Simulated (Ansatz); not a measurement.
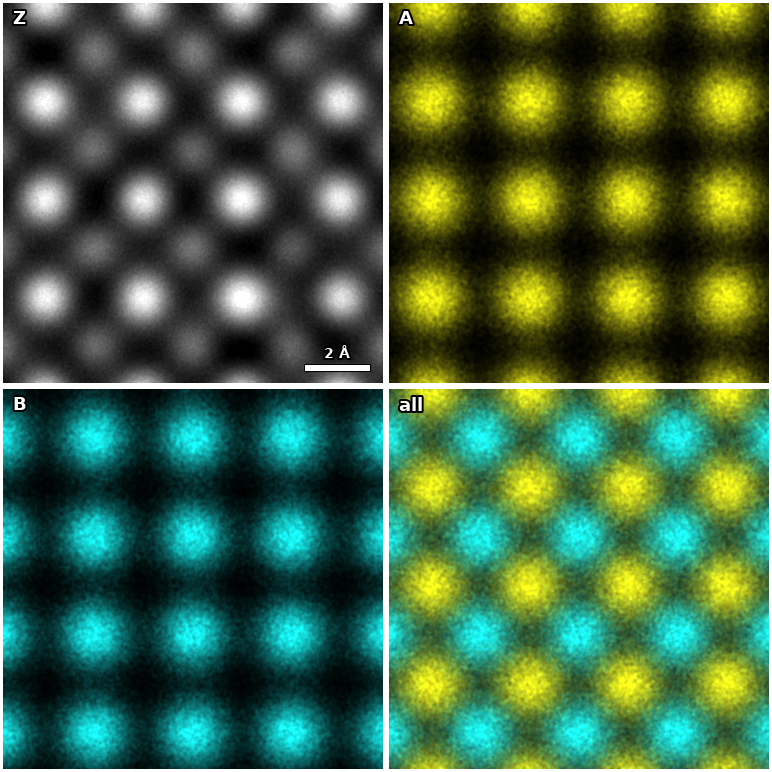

GaSb (F-43m, No. 216) along [001]. Panel Z: The image is simulated as a sum over atoms of Z^1.7, blurred by a 1.30 Å probe (no channelling). The probe carries 25 % of its weight in a tail 2.5 times as wide. Shot noise and the speckle of an amorphous layer were added. The other panels are simulated element maps (the number of atoms of one element along the beam, blurred by 1.7 Å, with counting noise; each on its own scale, no channelling); the last overlays them. Structure: the end point of a relaxation with Ansatz, DFT PBE, scalar-relativistic, plane waves, PAW.

```cif
data_structure
_symmetry_space_group_name_H-M 'F-43m'
_symmetry_Int_Tables_number 216
_cell_length_a 6.2154
_cell_length_b 6.2154
_cell_length_c 6.2154
_cell_angle_alpha 90.000
_cell_angle_beta 90.000
_cell_angle_gamma 90.000
_cell_volume 240.11
loop_
_atom_site_label
_atom_site_type_symbol
_atom_site_symmetry_multiplicity
_atom_site_Wyckoff_symbol
_atom_site_fract_x
_atom_site_fract_y
_atom_site_fract_z
_atom_site_occupancy
Ga1 Ga 4 a 0.00000 0.00000 0.00000 1
Sb1 Sb 4 c 0.25000 0.75000 0.75000 1
```

**Which element does each lettered map show?**

A: Sb, B: Ga. The projected cell (3.11 × 3.11 Å, 90°) holds 2 columns: 1 of Ga and 1 of Sb. No column is shared by two of the mapped elements.
